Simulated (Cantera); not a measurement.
A closed system holds: 1 mol TiCl₄, 0.052 mol C₃H₈, equilibrated at 0.100 bar.

These are equilibrium values from Cantera (NASA tables, ideal gas, pure condensed phases), not measurements of a reactor. Candidate condensed phases: C, C₆H₆, C₇H₈, C₈H₁₈, Ti, TiC, TiCl₂, TiCl₃, TiCl₄; 96 gas species. The tables' values for TiCl₂ are old estimates; treat these amounts as uncertain. TiC: taken at fixed stoichiometry. Equilibrium is a limit: real reactors are often held back by kinetics, nucleation or transport.

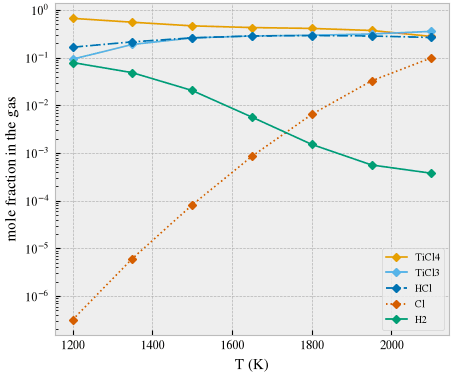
Figure: Equilibrium gas composition (values under 1e-9 drawn at 1e-9)

Task: Read off the mole fractions at 1950 K.

Result: TiCl₄ about 0.37, TiCl₃ about 0.31, HCl about 0.28, Cl about 0.032, H₂ about 0.00056.
